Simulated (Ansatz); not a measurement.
# BGe (sextet): correlated methods under varied settings

Aim: run BGe (sextet) at one geometry under a spread of methods and options, and see what each costs and gives.

Method: the settings change from run to run; program: Ansatz 0.2.0, Gaussian basis.

9 further runs of the same task are left out: 4 that didn't finish, 5 set aside as unsound or not needed.

## Step 1: What is computed

The geometry is a PBE0/def2-TZVP stationary point (not a proven minimum) of the parent state, kept for this charge and spin. No spin-orbit coupling is included. The filled d shell of Ge may be among the frozen orbitals whatever the setting's name suggests; the logs give the count.

2 atoms, charge 0, spin multiplicity 6.

Atoms are counted from 1 here; the program's logs count them from 0.

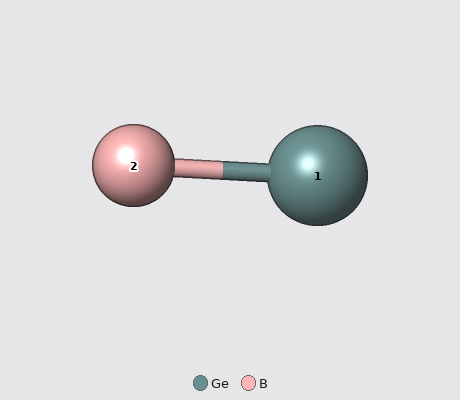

The geometry (germanium teal, boron pink); atoms are numbered from 1 in the order of the file.

## Step 2: NEVPT2(5,8)/cc-pVDZ

Contents of in.yaml:

```yaml
crystal:
  periodic: [false, false, false]
  atoms:
    - {symbol: Ge, position_ang: [0.000000, 0.000000, 0.000000]}
    - {symbol: B, position_ang: [0.000000, 0.000000, 1.977400]}
basis:
  gaussian: {orbitals: cc-pVDZ}
magnetization: {spin_polarized: false, initial_magnetization: 5}
hamiltonian: {pseudopotentials: {relativity: scalar}}
correlation: {method: sc_nevpt2, electrons: outside_noble_gas, active_space: {window: {electrons: 5, orbitals: 8}}}
```

Started as:

```bash
$ ansatz run in.yaml --threads 1 --pin off --events-out ev --progress --plain --max-ram 2393MiB
```

The program printed:

```text
Functional definition: HF
  name "HF"
  cite "Fock, Z. Phys. 61, 126 (1930) doi:10.1007/BF01340294"
  parent pbe
  exchange = exact_x
  correlation = 0
462 factors; integrals over basis functions are off by at most 9.8e-4 eV
mean field evaluation 1: about -57602.6220 eV, gradient 9.6e0 eV
mean field evaluation 2: about -57602.6701 eV, gradient 9.7e0 eV
mean field evaluation 4: about -57604.1249 eV, gradient 1.2e0 eV
mean field evaluation 8: about -57604.1615 eV, gradient 1.3e-1 eV
mean field evaluation 16: about -57603.2072 eV, gradient 7.0e0 eV
mean field evaluation 32: about -57604.1437 eV, gradient 1.1e0 eV
mean field -57604.16257650 eV, -2116.9139291827 hartree, gradient 2.5e-6 eV, S^2 8.750000; 3 other end points of the search recorded, 0 dependent functions left out
reference -57604.16257650 eV, -2116.9139291827 hartree; 21, 16 occupied and 20, 25 virtual orbitals, 462 factors
state -57604.44675643 eV, -2116.9243726023 hartree
state -57604.44675643 eV, -2116.9243726023 hartree; corrected -57606.27877345 eV, -2116.9916979863 hartree
Total energy: -57606.27877345 eV, -2116.9916979863 hartree
Relativity: scalar
```

Run time: 4 s. Hardware: 1 thread of Arm Neoverse N1, shared host.

From the report: 18 determinants; active occupations 1.00, 1.00, 0.99, 0.99, 0.99, 0.01, 0.01, 0.01.

## Step 3: NEVPT2(5,9)/cc-pVDZ

Contents of in.yaml:

```yaml
crystal:
  periodic: [false, false, false]
  atoms:
    - {symbol: Ge, position_ang: [0.000000, 0.000000, 0.000000]}
    - {symbol: B, position_ang: [0.000000, 0.000000, 1.977400]}
basis:
  gaussian: {orbitals: cc-pVDZ}
magnetization: {spin_polarized: false, initial_magnetization: 5}
correlation: {method: sc_nevpt2, electrons: outside_noble_gas, active_space: {window: {electrons: 5, orbitals: 9}}}
output: {forces: true}
```

The command is unchanged.

The program printed, cut to the lines that bear on the results:

```text
Functional definition: HF
  name "HF"
  cite "Fock, Z. Phys. 61, 126 (1930) doi:10.1007/BF01340294"
  parent pbe
[...]
462 factors; integrals over basis functions are off by at most 9.8e-4 eV
[...]
mean field -57138.26483980 eV, -2099.7925031558 hartree, gradient 3.7e-6 eV, S^2 8.750000; 3 other end points of the search recorded, 0 dependent functions left out
reference -57138.26483980 eV, -2099.7925031558 hartree; 21, 16 occupied and 20, 25 virtual orbitals, 462 factors
state -57138.61413771 eV, -2099.8053396171 hartree
state -57138.61413771 eV, -2099.8053396171 hartree; corrected -57140.37638952 eV, -2099.8701011767 hartree
[...]
Total energy: -57140.37638952 eV, -2099.8701011767 hartree
Atom 0 at     0.000000     0.000000     0.000000 Å, force     0.000000    -0.000000    -1.045814 eV/Å
Atom 1 at     0.000000     0.000000     1.977400 Å, force    -0.000000     0.000000     1.045814 eV/Å
Dipole moment:    -0.000000    -0.000000    -0.318065 e Å
```

Wall time 6 s (1 thread of Arm Neoverse N1, shared host).

From the report: 38 determinants; active occupations 1.00, 1.00, 0.99, 0.99, 0.99, 0.01, 0.01, 0.01, 0.00.

## Step 4: CCSD on ROHF/cc-pVDZ

Contents of in.yaml:

```yaml
crystal:
  periodic: [false, false, false]
  atoms:
    - {symbol: Ge, position_ang: [0.000000, 0.000000, 0.000000]}
    - {symbol: B, position_ang: [0.000000, 0.000000, 1.977400]}
basis:
  gaussian: {orbitals: cc-pVDZ}
magnetization: {spin_polarized: false, initial_magnetization: 5}
correlation: {method: ccsd, electrons: valence, diis_vectors: 2}
scf: {omitted_lower_state_checks: [cluster_reference]}
```

The command is unchanged.

The program printed, cut to the lines that bear on the results:

```text
Functional definition: HF
  name "HF"
  cite "Fock, Z. Phys. 61, 126 (1930) doi:10.1007/BF01340294"
  parent pbe
[...]
462 factors; integrals over basis functions are off by at most 9.8e-4 eV
[...]
mean field -57138.26483980 eV, -2099.7925031558 hartree, gradient 3.7e-6 eV, S^2 8.750000; 3 other end points of the search recorded, 0 dependent functions left out
10 core orbitals not correlated: weight in the atoms' cores, before any rotation towards them, 1.000 or more for the frozen orbitals, at most 0.000 for the correlated occupied ones
reference -57138.26483980 eV, -2099.7925031558 hartree; 11, 6 occupied and 20, 25 virtual orbitals, 462 factors
second order -2.42921010 eV of doubles, -0.04655861 eV of singles
cycle   1  -2.82104594 eV  change   -3.4e-1 eV  update   6.2e-2
[...]
cycle  14  -3.02892657 eV  change   -6.5e-6 eV  update   8.6e-6
Total energy: -57141.29376637 eV, -2099.9038141542 hartree
Checks for a lower state left out: cluster_reference
```

Wall time 2.1 s (1 thread of Arm Neoverse N1, shared host).

From the report: correlation -3.0289 eV; T1 0.024; largest double amplitude 0.10.

## Step 5: CISDTQ/STO-3G

Contents of in.yaml:

```yaml
crystal:
  periodic: [false, false, false]
  atoms:
    - {symbol: Ge, position_ang: [0.000000, 0.000000, 0.000000]}
    - {symbol: B, position_ang: [0.000000, 0.000000, 1.977400]}
basis:
  gaussian: {orbitals: STO-3G}
magnetization: {spin_polarized: false, initial_magnetization: 5}
correlation: {active_space: {ras: {orbitals: [1, 5, 2], electrons: 7, max_holes: 4, max_particles: 4}, fixed_orbitals: true}}
scf: {lower_state_search: off}
```

Launched as before.

The program printed:

```text
Functional definition: HF
  name "HF"
  cite "Fock, Z. Phys. 61, 126 (1930) doi:10.1007/BF01340294"
  parent pbe
  exchange = exact_x
  correlation = 0
these checks for a lower state are left out or cut short: stability, starts, cluster_reference, orbital_swaps, neighbouring_geometries, increment
235 factors; integrals over basis functions are off by at most 3.7e-5 eV
mean field evaluation 1: about -56485.1132 eV, gradient 6.8e0 eV
mean field evaluation 2: about -56485.1264 eV, gradient 6.8e0 eV
mean field evaluation 4: about -56486.0313 eV, gradient 7.6e-1 eV
mean field evaluation 8: about -56486.0452 eV, gradient 4.6e-6 eV
mean field -56486.04523662 eV, -2075.8238748293 hartree, gradient 4.7e-6 eV, S^2 8.750000; 0 other end points of the search recorded, 0 dependent functions left out
reference -56486.04523662 eV, -2075.8238748293 hartree; 21, 16 occupied and 2, 7 virtual orbitals, 235 factors
state -56486.44737576 eV, -2075.8386531701 hartree
Total energy: -56486.44737576 eV, -2075.8386531701 hartree
Checks for a lower state left out: stability, starts, cluster_reference, orbital_swaps, neighbouring_geometries, increment
```

It took 0.18 s on 1 thread of Arm Neoverse N1, shared host.

From the report: 112 determinants.

## Step 6: CCSD(T) on ROHF/def2-SVP

Contents of in.yaml:

```yaml
crystal:
  periodic: [false, false, false]
  atoms:
    - {symbol: Ge, position_ang: [0.000000, 0.000000, 0.000000]}
    - {symbol: B, position_ang: [0.000000, 0.000000, 1.977400]}
basis:
  gaussian: {orbitals: def2-SVP, fitting: {mean_field: def2-universal-jkfit}}
magnetization: {spin_polarized: false, initial_magnetization: 5}
correlation: {method: ccsd_t, electrons: outside_noble_gas}
accuracy: high
output: {forces: true}
```

Launched as before.

The program printed, cut to the lines that bear on the results:

```text
Functional definition: HF
  name "HF"
  cite "Fock, Z. Phys. 61, 126 (1930) doi:10.1007/BF01340294"
  parent pbe
[...]
341 factors; integrals over basis functions are off by at most 3.1e-2 eV
[...]
mean field -57131.36138402 eV, -2099.5388058352 hartree, gradient 8.0e-9 eV, S^2 8.750000; 3 other end points of the search recorded, 0 dependent functions left out
determinant -57131.36138402 eV, -2099.5388058352 hartree, with singles and doubles -57133.91993505 eV, -2099.6328308512 hartree
determinant -57128.10371831 eV, -2099.4190888284 hartree, with singles and doubles -57130.75889479 eV, -2099.5166647642 hartree
15 core orbitals not correlated: weight in the atoms' cores, before any rotation towards them, 1.000 or more for the frozen orbitals, at most 0.000 for the correlated occupied ones
reference -57131.36138402 eV, -2099.5388058352 hartree; 6, 1 occupied and 25, 30 virtual orbitals, 341 factors
second order -1.98499126 eV of doubles, -0.02947102 eV of singles
cycle   1  -2.55864422 eV  change   -9.3e-5 eV  update   8.3e-4
[...]
cycle  17  -2.55873519 eV  change   6.0e-10 eV  update  6.4e-10
perturbative correction -0.09724215 eV, -0.0035735832 hartree
[...]
Total energy: -57134.01736137 eV, -2099.6364112023 hartree
Atom 0 at     0.000000     0.000000     0.000000 Å, force     0.000000     0.000000    -1.088977 eV/Å
Atom 1 at     0.000000     0.000000     1.977400 Å, force    -0.000000    -0.000000     1.088977 eV/Å
Dipole moment:     0.000000    -0.000000    -0.318209 e Å
```

Wall time 4.7 s (1 thread of Arm Neoverse N1, shared host).

From the report: correlation -2.6560 eV; T1 0.036; largest double amplitude 0.10.

## Step 7: BCCD(T)/STO-3G

Contents of in.yaml:

```yaml
crystal:
  periodic: [false, false, false]
  atoms:
    - {symbol: Ge, position_ang: [0.000000, 0.000000, 0.000000]}
    - {symbol: B, position_ang: [0.000000, 0.000000, 1.977400]}
basis:
  gaussian: {orbitals: STO-3G, point_charges: [{charge: -1.00, position_ang: [3.997, -0.860, -0.502]}]}
magnetization: {spin_polarized: false, initial_magnetization: 5}
hamiltonian: {xc: {name: r2SCAN}, pseudopotentials: {relativity: none}}
correlation: {method: bccd_t, electrons: valence}
accuracy: high
scf: {lower_state_search: off}
output: {forces: true}
```

The command is unchanged.

The program printed, cut to the lines that bear on the results:

```text
Functional definition: r2SCAN
  name "r2SCAN"
  cite "Furness, Kaplan, Ning, Perdew & Sun, J. Phys. Chem. Lett. 11, 8208 (2020) doi:10.1021/acs.jpclett.0c02405"
  cite "Furness, Kaplan, Ning, Perdew & Sun, J. Phys. Chem. Lett. 11, 9248 (2020) doi:10.1021/acs.jpclett.0c03077"
  parent r2scan
[...]
300 factors; integrals over basis functions are off by at most 3.6e-9 eV
[...]
mean field -56525.35855205 eV, -2077.2686125236 hartree, gradient 2.6e-8 eV, S^2 8.750000; 0 other end points of the search recorded, 0 dependent functions left out
10 core orbitals not correlated: weight in the atoms' cores, before any rotation towards them, 1.000 or more for the frozen orbitals, at most 0.000 for the correlated occupied ones
reference -56484.84222362 eV, -2075.7796649167 hartree; 11, 6 occupied and 2, 7 virtual orbitals, 300 factors
second order -0.86459719 eV of doubles, -0.60697555 eV of singles
cycle   1  -1.84819677 eV  change   -4.2e-1 eV  update   1.0e-1
[...]
cycle  37  -2.21055788 eV  change   2.9e-10 eV  update  4.9e-10
perturbative correction -0.01719194 eV, -0.0006317920 hartree
WARN: these amplitudes may be one of several solutions (largest doubles amplitude 0.14, level shift 0.05 eV)
[...]
Total energy: -56487.06997344 eV, -2075.8615332126 hartree
Atom 0 at     0.000000     0.000000     0.000000 Å, force     0.167829    -0.036110     0.905007 eV/Å
Atom 1 at     0.000000     0.000000     1.977400 Å, force    -0.077492     0.016673    -0.878016 eV/Å
Dipole moment:     0.073346    -0.015781    -0.353725 e Å
Checks for a lower state left out: starts, cluster_reference, orbital_swaps, neighbouring_geometries, increment
```

It took 19 s on 1 thread of Arm Neoverse N1, shared host.

From the report: correlation -2.2277 eV; largest double amplitude 0.14. The report flags that the cluster equations may have other roots.

## Step 8: The runs in one table

Where basis and cores are those of an earlier FCI/cc-pVDZ run (-57140.9488 eV), and the state is the same kind, the miss against it is given. † marks a result that the program doubts.

```csv
level,correlated,functions,energy (eV),from FCI (meV),time
"NEVPT2(5,8)/cc-pVDZ (relativity set)",outside noble gas,41,-57606.2788,,4 s
"NEVPT2(5,9)/cc-pVDZ",outside noble gas,41,-57140.3764,572.4,6 s
CCSD on ROHF/cc-pVDZ,valence,41,-57141.2938,,2.1 s
CISDTQ/STO-3G,outside noble gas,23,-56486.4474,,0.18 s
CCSD(T) on ROHF/def2-SVP,outside noble gas,46,-57134.0174,,4.7 s
"BCCD(T)/STO-3G (beside a point charge, on r2SCAN orbitals) †",valence,23,-56487.0700,,19 s
```

## Step 9: Summary of results

| quantity | value |
| --- | --- |
| runs | 6 |
| quickest | CISDTQ/STO-3G, 0.18 s |
| slowest | BCCD(T)/STO-3G (beside a point charge, on r2SCAN orbitals) †, 19 s |

What this shows: Total energies in different bases, with other cores or another treatment of relativity can't be set against each other. BCCD(T)/STO-3G (beside a point charge, on r2SCAN orbitals) † took 106 times as long as CISDTQ/STO-3G; the jobs differ in more than the method.
